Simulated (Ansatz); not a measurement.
Band structure of TcRu (P-6m2, 2 atoms in the cell).

```yaml
crystal:
  lattice:
    - [2.77663, 0.00000, 0.00000]
    - [-1.38832, 2.40463, 0.00000]
    - [0.00000, 0.00000, 4.39483]
  atoms:
    - { symbol: Tc, position: [0.00000, 0.00000, 0.00000] }
    - { symbol: Ru, position: [0.33333, 0.66667, 0.50000] }
```

Method: PBEsol, PAW files (plane waves; Ansatz, a first-principles code).

Settings: basis.ecutwfc = 500 eV; kpoints.mp_grid.grid = 11 11 6; hamiltonian.xc = pbesol; hamiltonian.pseudopotentials = {kind: paw} (the program's default PAW files); scf.occupations.method = gaussian; scf.occupations.width = 0.136 eV; kpoints.band_path.npoints = 8.

The starting cell comes from a database of computed structures (which also holds hypothetical and non-ambient phases and stackings), without a prior relaxation at this level. Its lattice was rescaled by a random factor within 2.5 % of one. Spin polarisation is off.

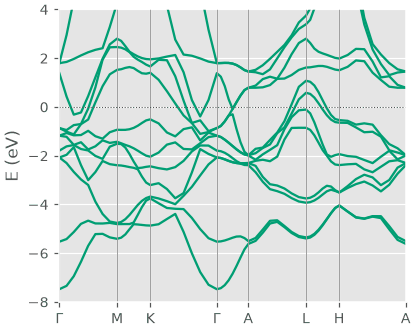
Figure: Bands along the path, energies from the Fermi level.

Levels in eV from the Fermi level, bands 13 to 19:
| point | 13 | 14 | 15 | 16 | 17 | 18 | 19 |
|---|---|---|---|---|---|---|---|
| Γ | -1.79 | -1.18 | -1.18 | -0.86 | -0.86 | 1.39 | 1.80 |
| M | -1.51 | -1.43 | -0.94 | 1.52 | 2.46 | 2.80 | 4.26 |
| K | -2.43 | -2.04 | -0.51 | 1.40 | 1.66 | 1.95 | 7.00 |
| A | -2.30 | -1.99 | -1.98 | -1.98 | 0.79 | 0.79 | 1.45 |
| L | -0.85 | -0.11 | 0.58 | 1.08 | 1.62 | 2.80 | 3.39 |
| H | -2.38 | -1.94 | -0.64 | -0.54 | 1.51 | 1.99 | 7.96 |

Bands cross the Fermi level along this path, so the cell is metallic at this level.

Keys are those of Ansatz 0.2.
